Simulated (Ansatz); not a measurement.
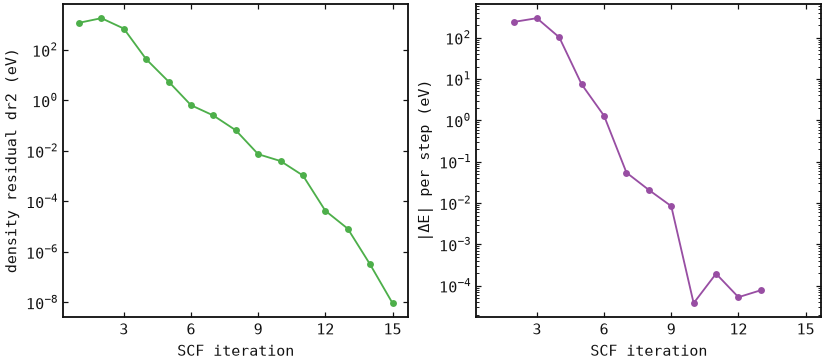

The plot shows the SCF iterations of a calculation: density residual dr2, step-to-step change of the Harris–Foulkes energy. Energy differences below 3 × 10⁻⁶ eV aren't drawn. The starting density is a sum of atomic densities corrected by a trained network.

MoS$_{2}$ (6 atoms in the cell, total charge −6), run with Ansatz.

```
crystal:
  lattice:
    - [3.1850687599, 2.9e-09, 0.0]
    - [-1.5925343825, 2.7583504575, 0.0]
    - [0.0, 0.0, 14.8079933817]
  atoms:
    - { symbol: Mo, position: [0.6666666667, 0.3333333333, 0.25] }
    - { symbol: Mo, position: [0.3333333333, 0.6666666667, 0.75] }
    - { symbol: S, position: [0.6666666667, 0.3333333333, 0.6444803399] }
    - { symbol: S, position: [0.3333333333, 0.6666666667, 0.3555196601] }
    - { symbol: S, position: [0.6666666667, 0.3333333333, 0.8555196601] }
    - { symbol: S, position: [0.3333333333, 0.6666666667, 0.1444803399] }
basis:
  ecutwfc: 420
kpoints:
  mp_grid: { grid: [12, 12, 2] }
hamiltonian:
  xc: pbe
scf:
  occupations: { method: gaussian, width: 0.02 }
  max_iter: 80
output:
  forces: true
  eigenvalues: true
  stress: true
total_charge: -6
```

Run as:
```bash
ansatz run input.yaml --threads 8 --pin off --max-ram 28672MiB --backend cpu --events-out ev --progress --plain --runs-dir out
```

Q: Did the calculation converge?

A: It converged, after 15 iterations. The residual falls almost steadily, with no more than small rises or pauses.

Q: Is anything amiss with this input?

A: The input holds a fault (a charge that the system can't hold). The SCF closed all the same, which doesn't make the results meaningful for the real system.
